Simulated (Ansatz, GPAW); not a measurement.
**Work function of Mg/Cd(0001) at several levels**

Aim: the work function of both faces of Mg/Cd(0001), and its spread over functionals and bases.

Method: Ansatz plane waves; slab in vacuum with a dipole correction, relaxation; PAW set soft_1, in the first sound run; inputs show where later runs differ, in GPAW 26.7.0 and Ansatz 0.2.0.

**1. Set-up**

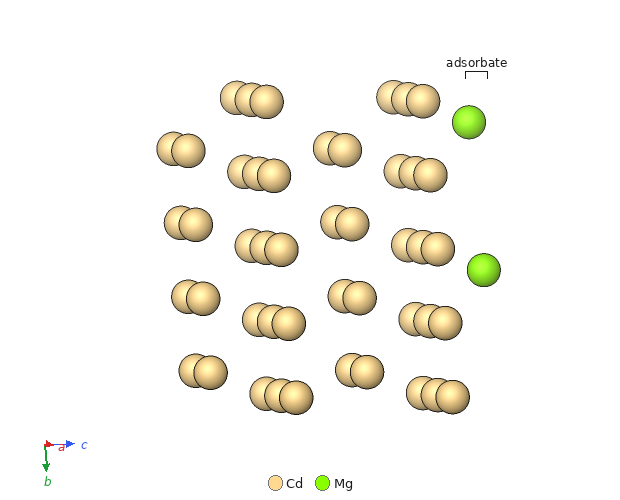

The starting structure, seen from the side, with the c axis across the page (cadmium orange, magnesium green). 1×2×1 cells are drawn. Some periodic images of atoms are drawn too.

The cell holds 17 atoms: 16 Cd and 1 Mg. Cell: a = 5.960 Å, b = 5.960 Å, c = 24.879 Å, α = 90.0°, β = 90.0°, γ = 60.0°. Vacuum lies along c.

**2. Relaxing the atoms**

The atoms are relaxed first, since the surface dipole, and with it the work function, follows the positions of the outer layers. The lowest 8 atoms are held at bulk positions and keep their forces.

input.yaml reads:

```yaml
crystal:
  lattice:
    - [5.96, 0.0, 0.0]
    - [2.98, 5.1615114066, 0.0]
    - [0.0, 0.0, 24.8788731682]
  atoms:
    - { symbol: Cd, position: [0.3333333334, 0.3333333334, 0.2813632254] }
    - { symbol: Cd, position: [0.0, 0.0, 0.3943160904] }
    - { symbol: Cd, position: [0.3333333334, 0.3333333334, 0.5072689553] }
    - { symbol: Cd, position: [0.0, 0.0, 0.6202218202] }
    - { symbol: Cd, position: [0.3333333334, 0.8333333334, 0.2813632254] }
    - { symbol: Cd, position: [0.0, 0.5, 0.3943160904] }
    - { symbol: Cd, position: [0.3333333334, 0.8333333334, 0.5072689553] }
    - { symbol: Cd, position: [0.0, 0.5, 0.6202218202] }
    - { symbol: Cd, position: [0.8333333334, 0.3333333334, 0.2813632254] }
    - { symbol: Cd, position: [0.5, 0.0, 0.3943160904] }
    - { symbol: Cd, position: [0.8333333334, 0.3333333334, 0.5072689553] }
    - { symbol: Cd, position: [0.5, 0.0, 0.6202218202] }
    - { symbol: Cd, position: [0.8333333334, 0.8333333334, 0.2813632254] }
    - { symbol: Cd, position: [0.5, 0.5, 0.3943160904] }
    - { symbol: Cd, position: [0.8333333334, 0.8333333334, 0.5072689553] }
    - { symbol: Cd, position: [0.5, 0.5, 0.6202218202] }
    - { symbol: Mg, position: [0.1666666667, 0.1666666667, 0.7186367746] }
kpoints:
  mp_grid: { grid: [6, 6, 1] }
hamiltonian:
  xc: pbe
  pseudopotentials: { kind: paw, azcp: { folder: soft_1 } }
scf:
  occupations: { method: fermi_dirac, width: 0.1 }
efield:
  axis: 3
  dipole_correction: true
  ramp_width: 0.05
relax:
  f_tol: 0.02
  max_steps: 60
  constraints: [{ sites: [0, 1, 4, 5, 8, 9, 12, 13] }]
output:
  write_potential: true
  write_density: true
  volumetric_format: npy
```

Run with:

```console
$ ansatz run input.yaml --threads 4 --pin off --max-ram 8192MiB --backend cpu --events-out ev --progress --plain --runs-dir out
```

Numbers of over 12 decimals in the logs are rounded to 6 here.

The program printed:

```text
Engine: ansatz 0.2.0, aarch64-unknown-linux-gnu
Pseudopotentials: kind: paw
Pseudopotential: Cd, paw, valence charge 20, recommended cutoff 420 eV (normal), soft_1/Cd.paw.azcp
Pseudopotential: Mg, paw, valence charge 10, recommended cutoff 420 eV (normal), soft_1/Mg.paw.azcp
Functional definition: PBE
  parameter kappa = 0.804
  parameter beta = 0.066725
  exchange = pbe_x(kappa = kappa, mu = beta*pi^2/3)
  correlation = pbe_c(beta = beta)
Crystal: 17 atoms, lattice volume = 765.339 Å³
Basis set: ecut = 420 eV, 14879 PW (Γ), exchange–correlation on 80×80×360 points (8 copies of the dense FFT grid, shifted against one another)
Bands: 198, of which v1, the nominal top of the filled ones, is band 165 counted from 1 (164 counted from 0)
Symmetry: 6 space group operations
Space group: P3m1 (ITA 156), of the structure as read, at distance tolerance 9.1e-5 Å
k-points: 7 of 36 (time reversal used)
Non-local potential: Cd, projectors of the file, l = 0: 3, l = 1: 2, l = 2: 2, l = 3: 1
Non-local potential: Mg, projectors of the file, l = 0: 3, l = 1: 2, l = 2: 1
PAW form: soft (Blöchl's): semilocal exchange-correlation on the pseudo side does not see the compensation charge
PAW one-centre angular grid: Cd, 590 points (default); XC on 64 Gauss nodes
PAW one-centre angular grid: Mg, 110 points (default); XC on 64 Gauss nodes
Initial density: superposition of atomic densities (neutral atoms: chi_scale 0, normalization atom)
Initial wavefunctions: pseudopotential atomic-orbital guess
Functional: x = pbe(κ = 0.804, μ = 0.219515), c = pbe(β = 0.066725)
iter 1 solved again at ethr=1.10e-3 eV; its pass at ethr=3.10e-3 eV (dr2=3.63e0 eV) is discarded
SCF iter   1: F=—  HF=-133995.278330 eV  |F-HF|=—  |Δ(HF+E_count)|=         —  Δρ=1.96e-2  dr2=3.72e0  ethr=1.10e-3  p=-0.000 e·Å  D=-3.35e-8 V/Å  ΔV_dip=0.00 eV  dr2_dipole=1.61e-1  V_vac-E_F(+/−)=3.69/3.69 eV  ⟨swp⟩=6.1  Hψ=7281  notcnv=0  defer=1
efield: sawtooth ramp at fractional position 0.9750 (placed from the atoms, in the widest stretch of the axis that holds none; the zero of the levels goes with the place), width 0.0500; the density the first Hamiltonian is built on has a dipole p = -0.000 e·Å; the dipole correction subtracts the counter field D = -3.35e-8 V/Å, which shifts the + side's vacuum level by +0.00 eV against the − side's; the planar-averaged density in the ramp window peaks in size at 2.1e-6 e/Å³
preconditioner: auto → LDOS  [metal: Δε(μ)=0.133 eV  Ē_g=11.428 eV  σ=0.100 eV  W_gap=0.30  n_scr=174 (ndim 8)  ℏωp=18.7 eV  f_vac=0.490  D(μ)=5.12/eV (n_scr^D=8)  β→1.0]
SCF iter   2: F=—  HF=-133995.464411 eV  |F-HF|=—  |Δ(HF+E_count)|=   1.86e-1  Δρ=2.29e-2  dr2=3.10e0  ethr=1.10e-3  p=0.066 e·Å  D=1.55e-2 V/Å  ΔV_dip=-0.39 eV  dr2_dipole=3.64e-2  V_vac-E_F(+/−)=3.61/4.00 eV  ⟨swp⟩=3.3  Hψ=2838  notcnv=0  defer=49
SCF iter   3: F=—  HF=-133994.411160 eV  |F-HF|=—  |Δ(HF+E_count)|=    1.05e0  Δρ=4.52e-3  dr2=1.58e-1  ethr=9.38e-4  p=0.045 e·Å  D=1.06e-2 V/Å  ΔV_dip=-0.26 eV  dr2_dipole=1.10e-2  V_vac-E_F(+/−)=3.58/3.84 eV  ⟨swp⟩=2.1  Hψ=2690  notcnv=0  defer=110
SCF iter   4: F=—  HF=-133994.372792 eV  |F-HF|=—  |Δ(HF+E_count)|=   3.84e-2  Δρ=5.66e-4  dr2=2.87e-3  ethr=4.78e-5  p=0.049 e·Å  D=1.15e-2 V/Å  ΔV_dip=-0.29 eV  dr2_dipole=5.92e-4  V_vac-E_F(+/−)=3.58/3.86 eV  ⟨swp⟩=2.6  Hψ=2561  notcnv=0  defer=110
SCF iter   5: F=—  HF=-133994.374532 eV  |F-HF|=—  |Δ(HF+E_count)|=   1.74e-3  Δρ=2.74e-4  dr2=8.34e-4  ethr=8.71e-7  p=0.046 e·Å  D=1.09e-2 V/Å  ΔV_dip=-0.27 eV  dr2_dipole=7.53e-6  V_vac-E_F(+/−)=3.58/3.85 eV  ⟨swp⟩=2.3  Hψ=2472  notcnv=0  defer=110
SCF iter   6: F=—  HF=-133994.374359 eV  |F-HF|=—  |Δ(HF+E_count)|=   1.73e-4  Δρ=5.40e-5  dr2=2.83e-5  ethr=2.53e-7  p=0.046 e·Å  D=1.09e-2 V/Å  ΔV_dip=-0.27 eV  dr2_dipole=9.84e-7  V_vac-E_F(+/−)=3.58/3.85 eV  ⟨swp⟩=2.0  Hψ=2087  notcnv=0  defer=110
SCF iter   7: F=-133994.374361 eV  HF=-133994.374363 eV  |F-HF|=1.36e-6  |Δ(HF+E_count)|=   3.92e-6  Δρ=2.01e-5  dr2=3.69e-6  ethr=3.03e-9  p=0.045 e·Å  D=1.07e-2 V/Å  ΔV_dip=-0.27 eV  dr2_dipole=1.01e-7  V_vac-E_F(+/−)=3.59/3.85 eV  ⟨swp⟩=11.4  Hψ=12570  notcnv=0
SCF 1 converged in 7 iterations: F = -133994.374361 eV  dr2 = 3.69e-6
  greatest PAW one-centre occupation: 1.000 electrons in one spin orbital (limit 2), on the Cd atom at site 11 (counted from 0), in its partial waves of l = 0
relax step   1: F+E_penalty+E_count = -133994.37436135 eV  Δ(F+E_penalty+E_count) = +0.000e0 eV  max|allowed force component| = 3.410e-1 eV/Å  Δτ_max = 0.0000 Å  (7 SCF iters, dr2 threshold 1.00e-5 eV, accepted)
Initial density: handed on by an earlier stage of this run
Initial wavefunctions: those handed on with the density
iter 1 solved again at ethr=1.89e-5 eV; its pass at ethr=3.10e-3 eV (dr2=6.24e-2 eV) is discarded
SCF iter   1: F=—  HF=-133994.460367 eV  |F-HF|=—  |Δ(HF+E_count)|=         —  Δρ=2.34e-3  dr2=5.55e-2  ethr=1.89e-5  p=0.045 e·Å  D=1.07e-2 V/Å  ΔV_dip=-0.27 eV  dr2_dipole=7.00e-3  V_vac-E_F(+/−)=3.61/3.87 eV  ⟨swp⟩=2.0  Hψ=5472  notcnv=0  defer=64
efield: sawtooth ramp at fractional position 0.9750 (handed on by an earlier solve), width 0.0500; the density the first Hamiltonian is built on has a dipole p = 0.045 e·Å; the dipole correction subtracts the counter field D = 1.07e-2 V/Å, which shifts the + side's vacuum level by -0.27 eV against the − side's; the planar-averaged density in the ramp window peaks in size at 6.5e-6 e/Å³
preconditioner: auto → LDOS  [metal: Δε(μ)=0.103 eV  Ē_g=11.746 eV  σ=0.100 eV  W_gap=0.25  n_scr=174 (ndim 8)  ℏωp=18.7 eV  f_vac=0.482  D(μ)=4.13/eV (n_scr^D=6)  β→1.0]
SCF iter   2: F=—  HF=-133994.466029 eV  |F-HF|=—  |Δ(HF+E_count)|=   5.66e-3  Δρ=1.53e-3  dr2=4.87e-2  ethr=1.68e-5  p=0.053 e·Å  D=1.24e-2 V/Å  ΔV_dip=-0.31 eV  dr2_dipole=6.51e-3  V_vac-E_F(+/−)=3.54/3.85 eV  ⟨swp⟩=2.0  Hψ=2395  notcnv=0  defer=64
SCF iter   3: F=—  HF=-133994.457255 eV  |F-HF|=—  |Δ(HF+E_count)|=   8.77e-3  Δρ=2.83e-4  dr2=8.64e-4  ethr=1.48e-5  p=0.049 e·Å  D=1.15e-2 V/Å  ΔV_dip=-0.29 eV  dr2_dipole=1.41e-6  V_vac-E_F(+/−)=3.57/3.86 eV  ⟨swp⟩=2.0  Hψ=1994  notcnv=0  defer=64
SCF iter   4: F=—  HF=-133994.457634 eV  |F-HF|=—  |Δ(HF+E_count)|=   3.79e-4  Δρ=1.11e-4  dr2=2.41e-4  ethr=2.62e-7  p=0.050 e·Å  D=1.17e-2 V/Å  ΔV_dip=-0.29 eV  dr2_dipole=6.49e-6  V_vac-E_F(+/−)=3.56/3.85 eV  ⟨swp⟩=2.3  Hψ=2439  notcnv=0  defer=69
[...]
SCF iter   4: F=—  HF=-133994.489425 eV  |F-HF|=—  |Δ(HF+E_count)|=   1.54e-4  Δρ=9.37e-5  dr2=2.01e-4  ethr=2.44e-7  p=0.055 e·Å  D=1.30e-2 V/Å  ΔV_dip=-0.32 eV  dr2_dipole=1.10e-5  V_vac-E_F(+/−)=3.53/3.85 eV  ⟨swp⟩=2.4  Hψ=2137  notcnv=0  defer=97
SCF iter   5: F=—  HF=-133994.489396 eV  |F-HF|=—  |Δ(HF+E_count)|=   2.96e-5  Δρ=1.90e-5  dr2=4.11e-6  ethr=6.10e-8  p=0.055 e·Å  D=1.30e-2 V/Å  ΔV_dip=-0.32 eV  dr2_dipole=2.02e-10  V_vac-E_F(+/−)=3.53/3.85 eV  ⟨swp⟩=2.0  Hψ=1961  notcnv=0  defer=97
SCF iter   6: F=-133994.489398 eV  HF=-133994.489398 eV  |F-HF|=9.19e-8  |Δ(HF+E_count)|=   2.00e-6  Δρ=6.85e-6  dr2=5.01e-7  ethr=8.01e-10  p=0.055 e·Å  D=1.30e-2 V/Å  ΔV_dip=-0.32 eV  dr2_dipole=3.17e-8  V_vac-E_F(+/−)=3.53/3.85 eV  ⟨swp⟩=11.0  Hψ=10034  notcnv=0
SCF 3 converged in 6 iterations: F = -133994.489398 eV  dr2 = 5.01e-7
relax step   3: F+E_penalty+E_count = -133994.48939758 eV  Δ(F+E_penalty+E_count) = -3.180e-2 eV  max|allowed force component| = 8.553e-2 eV/Å  Δτ_max = 0.1917 Å  (6 SCF iters, dr2 threshold 2.64e-6 eV, accepted)
[...]
relax step   4: F+E_penalty+E_count = -133994.49310786 eV  Δ(F+E_penalty+E_count) = -3.710e-3 eV  max|allowed force component| = 1.276e-2 eV/Å  Δτ_max = 0.1004 Å  (5 SCF iters, dr2 threshold 1.27e-6 eV, accepted)
iter 1 solved again at ethr=7.41e-11 eV; its pass at ethr=3.10e-3 eV (dr2=2.44e-7 eV) is discarded
SCF iter   1: F=—  HF=-133994.493097 eV  |F-HF|=—  |Δ(HF+E_count)|=         —  Δρ=5.20e-6  dr2=2.45e-7  ethr=7.41e-11  p=0.056 e·Å  D=1.32e-2 V/Å  ΔV_dip=-0.33 eV  dr2_dipole=3.54e-8  V_vac-E_F(+/−)=3.52/3.84 eV  ⟨swp⟩=1.0  Hψ=3258  notcnv=0  defer=101
efield: sawtooth ramp at fractional position 0.9750 (handed on by an earlier solve), width 0.0500; the density the first Hamiltonian is built on has a dipole p = 0.056 e·Å; the dipole correction subtracts the counter field D = 1.32e-2 V/Å, which shifts the + side's vacuum level by -0.33 eV against the − side's; the planar-averaged density in the ramp window peaks in size at 1.2e-5 e/Å³
preconditioner: auto → LDOS  [metal: Δε(μ)=0.192 eV  Ē_g=11.664 eV  σ=0.100 eV  W_gap=0.44  n_scr=174 (ndim 8)  ℏωp=18.7 eV  f_vac=0.474  D(μ)=3.32/eV (n_scr^D=6)  β→1.0]
SCF iter   2: F=—  HF=-133994.493108 eV  |F-HF|=—  |Δ(HF+E_count)|=   1.11e-5  Δρ=4.35e-6  dr2=2.87e-7  ethr=7.41e-11  p=0.056 e·Å  D=1.32e-2 V/Å  ΔV_dip=-0.33 eV  dr2_dipole=2.35e-8  V_vac-E_F(+/−)=3.52/3.84 eV  ⟨swp⟩=2.9  Hψ=2358  notcnv=0  defer=101
SCF iter   3: F=-133994.493108 eV  HF=-133994.493108 eV  |F-HF|=3.38e-8  |Δ(HF+E_count)|=   5.83e-8  Δρ=1.42e-6  dr2=4.14e-8  ethr=3.03e-11  p=0.056 e·Å  D=1.32e-2 V/Å  ΔV_dip=-0.33 eV  dr2_dipole=3.13e-10  V_vac-E_F(+/−)=3.52/3.84 eV  ⟨swp⟩=7.1  Hψ=9468  notcnv=0
SCF 5 converged in 3 iterations: F = -133994.493108 eV  dr2 = 4.14e-8
relax step   5: F+E_penalty+E_count = -133994.49310799 eV  Δ(F+E_penalty+E_count) = -1.363e-7 eV  max|allowed force component| = 1.275e-2 eV/Å  Δτ_max = 0.0000 Å  (3 SCF iters, accepted)
NSCF: frozen V_eff on 7 k-points
the band table was solved once a step of the walk had ended and its energy, with any forces and stress, was formed, with the checks that follow a solve (5676 applications of the Hamiltonian). They found nothing against the state; the energy, forces and stress were not computed again (output.eigenvalues in the input reference)
WARN: The output density's exchange-correlation potential varies sharply where the density is thin. Do not read a vacuum level from v_tot or v_xc, or from such a field of the output density. On a cell that repeats whose density bears no net charge and no dipole along the vacuum's axis use v_es (v_loc + v_h of the components); under efield.dipole_correction with no amplitude use v_es + v_field, which holds any externa [...]
SCF converged after 3 iterations
Free energy (F): -133994.493108 eV
Harris-Foulkes:  -133994.493108 eV  (|F-HF|=3.38e-8)
Internal energy: -133994.372203 eV  (E = F + TS)
E sigma→0 (E₀):  -133994.432656 eV
Entropy (-TS):   -0.120905 eV (-7.112 meV/atom)
Fermi energy:    4.935556 eV
Dipole field:    D = 0.013211 V/Å  (p = 0.055878 e·Å, saw-weighted, corrected)
Work function:   Φ+ = 3.5161 eV   Φ− = 3.8449 eV
Levels:          The Fermi level and band energies are counted from a zero that moves with the ramp; work functions are not
--- Per-component energies (eV) ---
  E_band       = -9782.222847
  E_kinetic    = 7114.967369
  E_local      = -412147.420368  (includes V_loc(G=0)·N_el)
  E_nonlocal   = 2089.062021
  E_hartree    = 202629.849434
  E_xc         = -2537.293611
  E_vxc        = -3179.379370  (∫ρ·V_xc dr)
  E_paw        = -65864.883583  (= ΣΔE_a)
  E_vpaw       = -8923.026675  (= ΣTr[D̂ρ^β])
  E_aug_tail   = 0.005716  (compensation charges beyond the density's cutoff)
  E_efield     = 0.000369  (sawtooth field / dipole correction)
  E_vefield    = 3.906007  (∫n·V_field dr)
  E_ewald      = 134721.340448
  E_smearing   = -0.120905  (= −TS)
  E_closure    = 0.000000  (closes the sum)
  Σ components = -133994.493108   (vs F -133994.493108, Δ=0.00e0)
--- Forces (eV/Å), atoms counted from 1 ---
  atom   1  Cd     0.02798470     0.01615697    -0.11721507
  atom   2  Cd    -0.01979773    -0.01143023     0.11544923
  atom   3  Cd    -0.00340979    -0.00196864     0.00065222
  atom   4  Cd    -0.00209544    -0.00120980     0.00578579
  atom   5  Cd     0.00000000    -0.03231394    -0.11721507
  atom   6  Cd    -0.00000000     0.02286045     0.11544923
  atom   7  Cd     0.00000000     0.00393729     0.00065222
  atom   8  Cd    -0.00000000     0.00241961     0.00578579
  atom   9  Cd    -0.02798470     0.01615697    -0.11721507
  atom  10  Cd     0.01979773    -0.01143023     0.11544923
  atom  11  Cd     0.00340979    -0.00196864     0.00065222
  atom  12  Cd     0.00209544    -0.00120980     0.00578579
  atom  13  Cd     0.00000000     0.00000000    -0.10873980
  atom  14  Cd    -0.00000000    -0.00000000     0.11629996
  atom  15  Cd     0.00000000     0.00000000    -0.00845880
  atom  16  Cd    -0.00000000    -0.00000000    -0.00036275
  atom  17  Mg    -0.00000000    -0.00000000    -0.01275126
  max |Σ_I F_I| component: 3.83e-6 eV/Å
--- Band table (eV; the first three rows and the last of 7) ---
  k-point 0: bands = [... 161 lower, 3.5586, 3.7197, 3.7398, 3.7398, 4.0008, 5.1536, 5.1536, 5.2071, ... 29 higher]
  k-point 1: bands = [... 161 lower, 3.8640, 4.0668, 4.2069, 4.4016, 4.4032, 5.3974, 5.4302, 5.5727, ... 29 higher]
  k-point 2: bands = [... 161 lower, 3.5402, 3.6040, 4.4078, 4.7945, 4.8585, 5.6173, 6.0315, 6.2991, ... 29 higher]
  k-point 6: bands = [... 161 lower, 5.0508, 5.0808, 5.3681, 5.4004, 5.5861, 5.7898, 5.9600, 5.9643, ... 29 higher]
--- Relaxed structure (5 steps of the walk, 5 accepted, 0 SCFs on fresh bases) ---
  F+E_penalty+E_count = -133994.49310799 eV   max|allowed force component| = 1.275e-2 eV/Å
  atoms:
    - { symbol: Cd, position: [0.333333, 0.333333, 0.2813632254] }
    - { symbol: Cd, position: [8.16340459093134e-18, 8.163404590931344e-18, 0.3943160904] }
    - { symbol: Cd, position: [0.333511, 0.333511, 0.514702] }
    - { symbol: Cd, position: [-0.00131422, -0.00131422, 0.632266] }
    - { symbol: Cd, position: [0.333333, 0.833333, 0.2813632254] }
    - { symbol: Cd, position: [-2.7755575615628914e-17, 0.5, 0.3943160904] }
    - { symbol: Cd, position: [0.333511, 0.832977, 0.514702] }
    - { symbol: Cd, position: [-0.00131422, 0.502628, 0.632266] }
    - { symbol: Cd, position: [0.833333, 0.333333, 0.2813632254] }
    - { symbol: Cd, position: [0.500000, 8.163404590931344e-18, 0.3943160904] }
    - { symbol: Cd, position: [0.832977, 0.333511, 0.514702] }
    - { symbol: Cd, position: [0.502628, -0.00131422, 0.632266] }
    - { symbol: Cd, position: [0.833333, 0.833333, 0.2813632254] }
    - { symbol: Cd, position: [0.5, 0.5, 0.3943160904] }
    - { symbol: Cd, position: [0.833333, 0.833333, 0.511749] }
    - { symbol: Cd, position: [0.5, 0.5, 0.631508] }
    - { symbol: Mg, position: [0.166667, 0.166667, 0.738085] }
```

Run time: 1.8 min. Hardware: 4 threads of Arm Neoverse V2, shared host; peak memory 3.1 GiB.

Step by step:

```csv
step,energy less that of the first step (eV),largest force component (eV/Å)
1,0.0000,0.3410
2,-0.0832,0.2056
3,-0.1150,0.0855
4,-0.1187,0.0128
5,-0.1187,0.0128
```

Forces are held to the 6 operations that the run works with; a distortion that breaks them can't arise in this run.

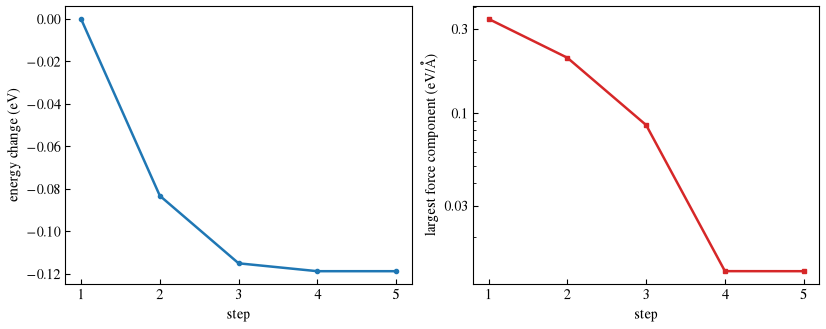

Energy and largest force along the relaxation.

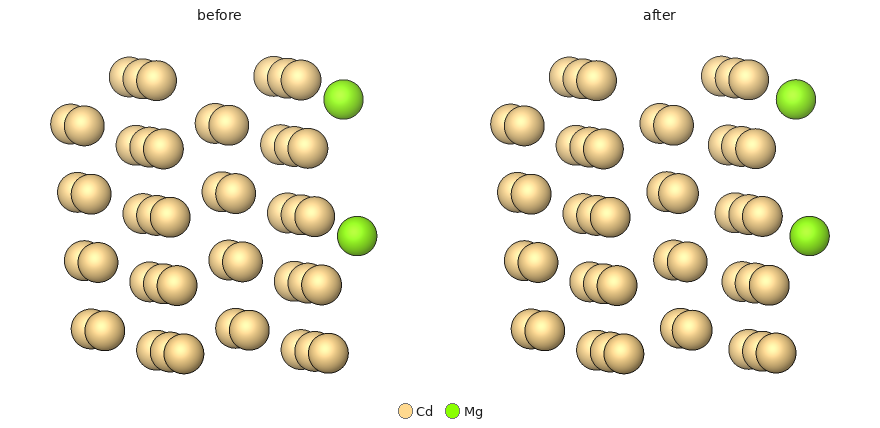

The structure before and after the relaxation, drawn at the same scale.

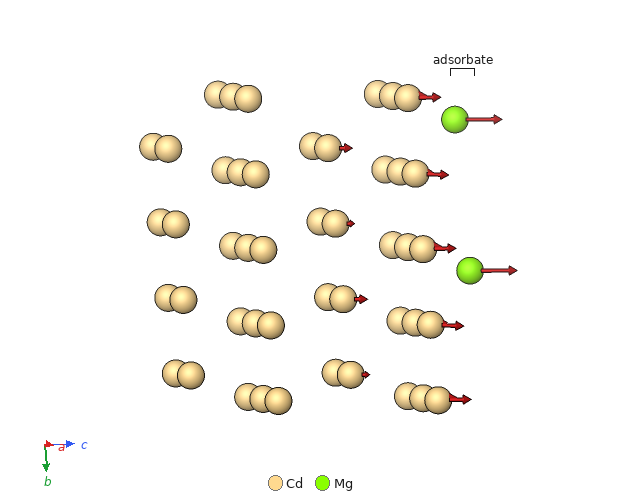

Displacements in the relaxation, exaggerated; the longest in the cell stands for 0.48 Å. 1×2×1 cells are drawn. Some periodic images of atoms are drawn too.

The atoms that moved most (Å):

```csv
atom,dx,dy,dz,length
Mg17,0.000,0.000,0.484,0.484
Cd4,-0.012,-0.007,0.300,0.300
Cd12,0.012,-0.007,0.300,0.300
Cd8,0.000,0.014,0.300,0.300
Cd16,0.000,0.000,0.281,0.281
Cd7,0.000,-0.002,0.185,0.185
Cd11,-0.002,0.001,0.185,0.185
Cd3,0.002,0.001,0.185,0.185
```

The relaxed structure:

```cif
data_structure
_symmetry_space_group_name_H-M 'P 1'
_symmetry_Int_Tables_number 1
_cell_length_a 5.9600
_cell_length_b 5.9600
_cell_length_c 24.8789
_cell_angle_alpha 90.000
_cell_angle_beta 90.000
_cell_angle_gamma 60.000
_cell_volume 765.34
loop_
_atom_site_label
_atom_site_type_symbol
_atom_site_fract_x
_atom_site_fract_y
_atom_site_fract_z
_atom_site_occupancy
Cd1 Cd 0.33333 0.33333 0.28136 1
Cd2 Cd 0.00000 0.00000 0.39432 1
Cd3 Cd 0.33351 0.33351 0.51470 1
Cd4 Cd 0.99869 0.99869 0.63227 1
Cd5 Cd 0.33333 0.83333 0.28136 1
Cd6 Cd 0.00000 0.50000 0.39432 1
Cd7 Cd 0.33351 0.83298 0.51470 1
Cd8 Cd 0.99869 0.50263 0.63227 1
Cd9 Cd 0.83333 0.33333 0.28136 1
Cd10 Cd 0.50000 0.00000 0.39432 1
Cd11 Cd 0.83298 0.33351 0.51470 1
Cd12 Cd 0.50263 0.99869 0.63227 1
Cd13 Cd 0.83333 0.83333 0.28136 1
Cd14 Cd 0.50000 0.50000 0.39432 1
Cd15 Cd 0.83333 0.83333 0.51175 1
Cd16 Cd 0.50000 0.50000 0.63151 1
Mg17 Mg 0.16667 0.16667 0.73808 1
```

This step gave:

```yaml
free_energy: -133994.4931 eV
smearing_term_ts: 0.1209 eV
symmetry_operations: 6
upper_work_function: 3.516 eV
lower_work_function: 3.845 eV
dipole_along_the_normal: 0.05588 e·Å
dipole_field: 0.01321 V/Å
vacuum_level_above: 8.452 eV
vacuum_level_below: 8.780 eV
```

[end of part 1 of 3]

[Logs are printed without paths, hosts, clocks, repeated set-up lines and the standing remarks that a program may print on its own settings, such as how far it seeks lower states.]

[Hosts, paths, dates, database ids (printed as entryN), source tags and the programs' standing remarks are cut or masked in the printed files.]
